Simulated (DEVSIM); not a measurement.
System: TaN/SiO2/n-Si capacitor, at 300 K.

```tsv
layer (left to right)	material	thickness (nm)	Nd (cm⁻³)
1	SiO2	1.70	-
2	Si	860	4.5e17
```

Metal gate on the left, work function 4.4 eV. Fixed charge at the semiconductor interface 0 cm⁻² (in units of +e); interface traps 1e11 cm⁻² eV⁻¹, uniform in energy, neutral level at 0.3 of the gap above the valence band.

The device is made up for the run: typed textbook-type constants, with dimensions and the other settings drawn at random. Values at 300 K.

| parameter | SiO2 | Si |
|---|---|---|
| gap (eV) | 9 | 1.124 |
| affinity (eV) | 0.9 | 4.05 |
| permittivity | 3.9 | 11.7 |
| Nc (cm⁻³) | - | 2.86e19 |
| Nv (cm⁻³) | - | 3.1e19 |

DEVSIM, 1D Poisson equation in equilibrium, Boltzmann statistics, complete ionisation; no quantum confinement or tunnelling. Metal contacts follow the ideal Schottky-Mott rule: no Fermi-level pinning, no interface dipoles.

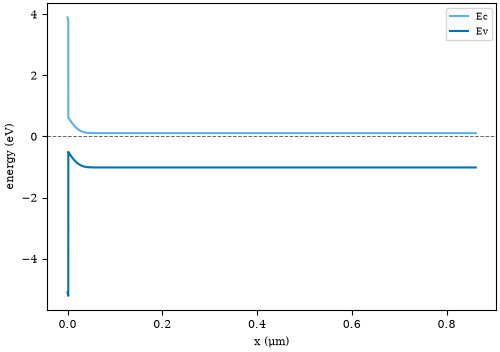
Figure. Band edges at -0.4 V on the gate

Energies count from the Fermi level of the right contact; mesh points crowd at the junctions.

```csv
x (μm),Ec (eV),Ev (eV),n (cm⁻³),p (cm⁻³),field (V/cm)
0.000,3.900,-5.100,< 1e2,< 1e2,-770000
0.0006080,3.853,-5.147,< 1e2,< 1e2,-770000
0.001120,3.813,-5.186,< 1e2,< 1e2,-770000
0.001700,0.619,-0.505,1.1e9,1.0e11,-490000
0.003155,0.582,-0.542,4.8e9,2.4e10,-250000
0.005189,0.532,-0.592,3.3e10,3.6e9,-240000
0.009087,0.446,-0.678,9.3e11,1.3e8,-210000
0.01914,0.271,-0.853,8.0e14,150000,-140000
0.03359,0.141,-0.983,1.2e17,950,-46000
0.06129,0.108,-1.016,4.4e17,260,-740
0.1085,0.107,-1.017,4.5e17,260,≈ 0
0.2435,0.107,-1.017,4.5e17,260,≈ 0
0.4317,0.107,-1.017,4.5e17,260,≈ 0
0.6282,0.107,-1.017,4.5e17,260,≈ 0
0.7551,0.107,-1.017,4.5e17,260,≈ 0
0.8022,0.107,-1.017,4.5e17,260,≈ 0
0.8298,0.107,-1.017,4.5e17,260,≈ 0
0.8443,0.107,-1.017,4.5e17,260,≈ 0
0.8546,0.107,-1.017,4.5e17,260,≈ 0
0.8582,0.107,-1.017,4.5e17,260,≈ 0
0.8603,0.107,-1.017,4.5e17,260,≈ 0
0.8617,0.107,-1.017,4.5e17,260,≈ 0
```
